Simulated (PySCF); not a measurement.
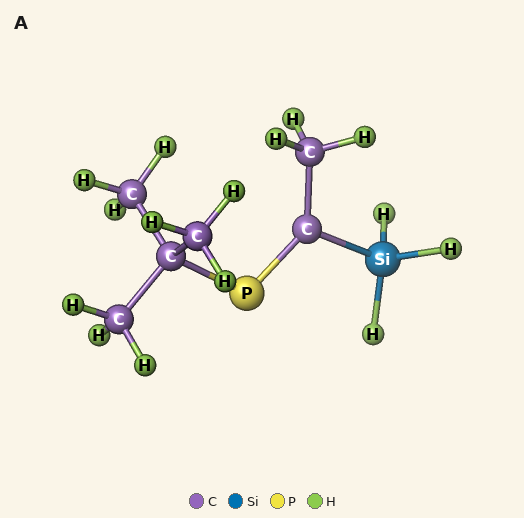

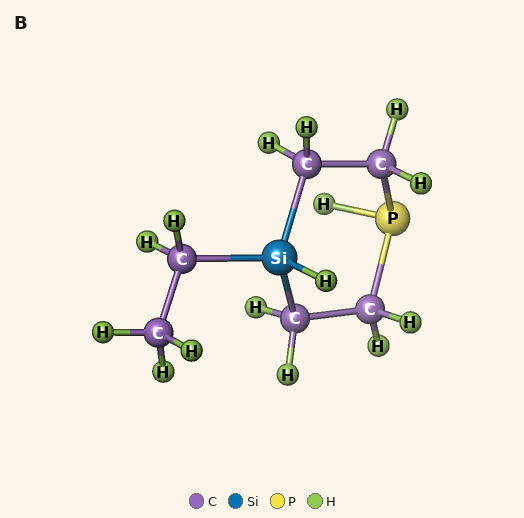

2 stationary structures of one formula. Geometries: GFN2-xTB. Electronic energies: PBE0/pcSseg-1 (PySCF 2.14.0), without zero-point energy. No frequency run is at hand to confirm each as a minimum. Each is one conformer, not always the lowest.

**Are they conformers, stereoisomers or constitutional isomers?**

They are constitutional isomers of C6H15PSi: A `C/C([SiH3])=P\C(C)(C)C`, B `CC[SiH]1CCPCC1`.

**Which structure is the most stable?**

B is lowest; A lies 1.452 eV above it.

The geometry is semi-empirical. Around P, Si such bond lengths and angles can be off by a tenth of an ångström or more and by several degrees, and values that hang on the shape move with them.
